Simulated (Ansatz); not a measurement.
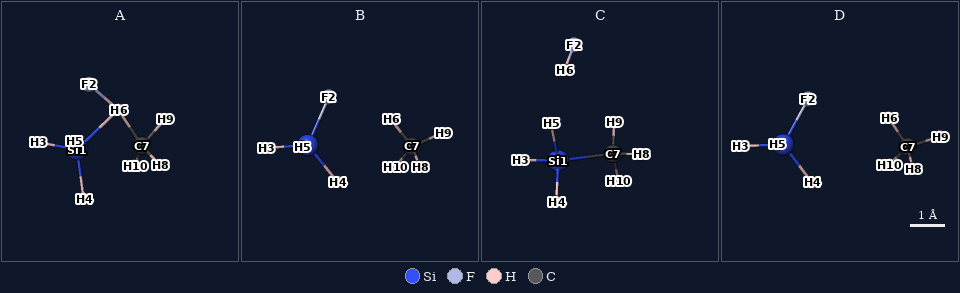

4 geometries from a converged minimum-energy path of CH₇FSi, made up at the start of SiH₃F and CH4, shuffled. The picture is a ball-and-stick view, seen at a tilt.

All numbers below come from Ansatz, RKS B3LYP-D4/def2-TZVP. Run with 5 movable images; climbing image; force threshold 0.03 eV/Å; iteration limit 60; starting path through a guess of the saddle point.

Question: Which of them lies highest in energy?

Answer: A. In order along the path, whose images run from 0 to 6: D (image 0, 0.0 kcal/mol), B (image 1, +2.8 kcal/mol), A (image 3, +70.9 kcal/mol), C (image 6, +32.0 kcal/mol). Breaking: H6–C7 (1.09 → 1.32 at the top → 3.18 Å), Si1–F2 (1.61 → 1.99 at the top → 3.50 Å). Forming: F2–H6 (2.66 → 1.22 at the top → 0.93 Å), Si1–C7 (4.08 → 2.15 at the top → 1.87 Å).

Limits of the set-up: the start holds two separate molecules, 2.7 Å apart at their closest, whose relative position is a soft coordinate.

The run took 2.5 min on 4 threads of Arm Neoverse N1, with other jobs on the host, peak memory 0.27 GiB.
